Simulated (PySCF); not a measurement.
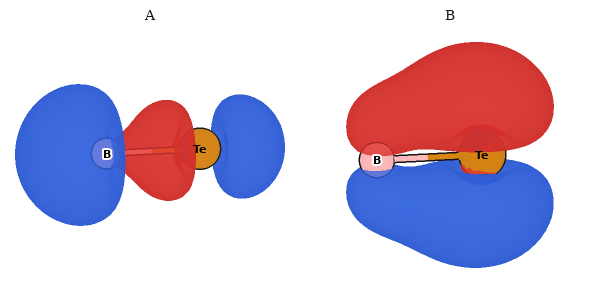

BTe (charge −1). Two frontier orbitals, each drawn at the value that holds 80 % of its norm (blue and red are the two phases), in no order; of a degenerate pair one member is drawn.

Core potentials replace the inner electrons of Te.

Method: PBE0/def2-SVPD, non-relativistic Hamiltonian with scalar-relativistic core potentials where named, at a bond length of 2.078 Å (PySCF).

Name the orbitals and rank them from lowest to highest energy.

Orbital B: π, occupied, −1.64 eV; mainly on Te (80 %).
Orbital A: σ, occupied, −0.71 eV; mainly on B (70 %).
